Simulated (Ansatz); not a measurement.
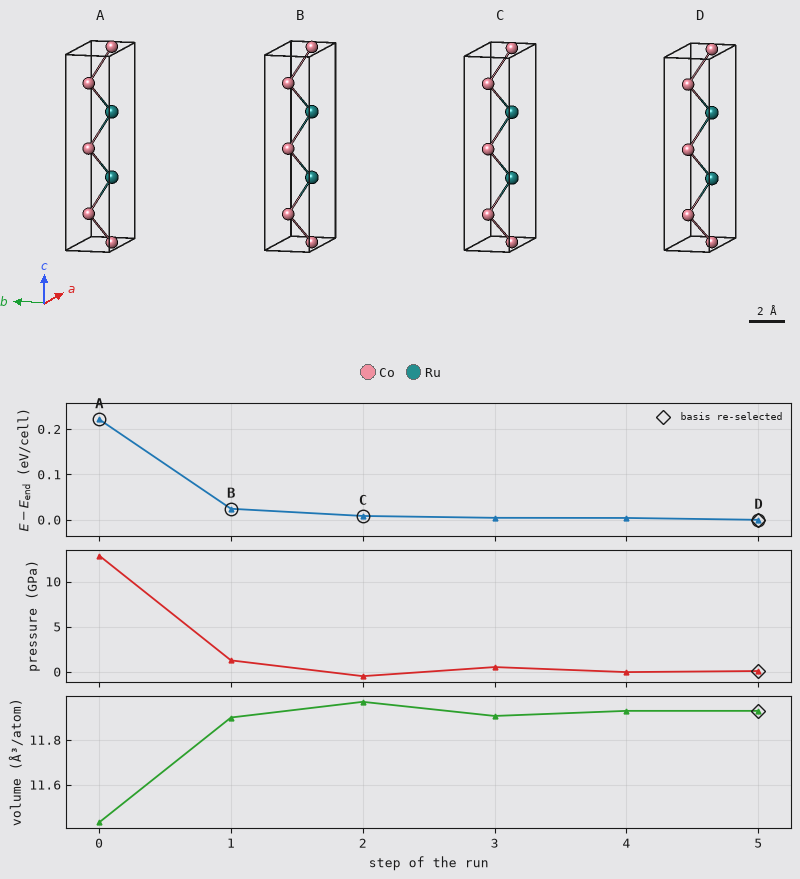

Frames of a relaxation of a crystal of Co2Ru (a generated structure, set up in P-6m2) (coarse preliminary run), marked on the history of the run. A ball-and-stick model of the cell of the calculation, seen from a free direction.

All numbers below come from DFT PBE, scalar-relativistic, plane waves, PAW (Ansatz 0.2.0). Set-up: plane-wave cutoff 420 eV; k-point mesh 6 × 6 × 2; occupations gaussian; smearing width 0.1 eV; collinear spin; cell and atoms relaxed; force threshold 0.04 eV/Å; at most 70 steps.

> Describe the path.

After 4 accepted moves (5 points after the start) the energy has fallen by 0.222 eV per cell of the calculation. The largest force component goes from 0.36 to 0.0066 eV/Å. The pressure goes from 12.89 to 0.09 GPa. The SCF was repeated once at an unchanged geometry on a basis and grid sized afresh for the cell, which shifted the energy by 4.1 meV per cell of the calculation at most. The largest moves relative to the cell, 0.060 Å, are those of Co atoms. By element the largest moves are Co 0.060 Å, Ru 0.047 Å. The volume changes by +4.4 %, with a = b 2.536 → 2.610 Å (+2.9 %), c 12.311 → 12.132 Å (−1.5 %). Some distances before and after: Co–Co 2.536 → 2.610 Å, Ru–Ru 2.536 → 2.610 Å, Co–Co 2.521 → 2.474 Å, Co–Ru 2.521 → 2.560 Å. The space group stays P-6m2 (No. 187). The program noted that the starting moments weren't kept. The run may lie on a higher electronic state than the lowest, so the end point isn't shown to be the ground-state structure. The run took 110 s on 4 threads of Intel(R) Xeon(R) Processor @ 2.50GHz (Skylake/Cascade Lake), with other jobs on the host, peak memory 0.53 GiB. From step 0 to 1: Co atoms move most (0.03 Å), volume +4.1 %, energy −0.197 eV per cell of the calculation. From step 1 to 2: volume +0.6 %, energy −15.9 meV per cell of the calculation. From step 2 to 5: Co atoms move most (0.02 Å), volume −0.3 %, energy −8.5 meV per cell of the calculation.

```json
{"step": "0", "E − E(0), meV/atom": "0.00", "largest force component, eV/Å": "0.3645", "pressure, GPa": "12.89", "volume, Å³/atom": "11.432", "note": ""}
{"step": "1", "E − E(0), meV/atom": "-32.88", "largest force component, eV/Å": "0.1277", "pressure, GPa": "1.27", "volume, Å³/atom": "11.900", "note": ""}
{"step": "2", "E − E(0), meV/atom": "-35.53", "largest force component, eV/Å": "0.0853", "pressure, GPa": "-0.48", "volume, Å³/atom": "11.970", "note": ""}
{"step": "3", "E − E(0), meV/atom": "-36.21", "largest force component, eV/Å": "0.0461", "pressure, GPa": "0.53", "volume, Å³/atom": "11.907", "note": ""}
{"step": "4", "E − E(0), meV/atom": "-36.26", "largest force component, eV/Å": "0.0064", "pressure, GPa": "-0.03", "volume, Å³/atom": "11.930", "note": ""}
{"step": "5", "E − E(0), meV/atom": "-36.95", "largest force component, eV/Å": "0.0066", "pressure, GPa": "0.09", "volume, Å³/atom": "11.930", "note": "same geometry, new basis"}
```

Limits of the set-up: the k-point mesh is coarse for a cell with partly filled bands.
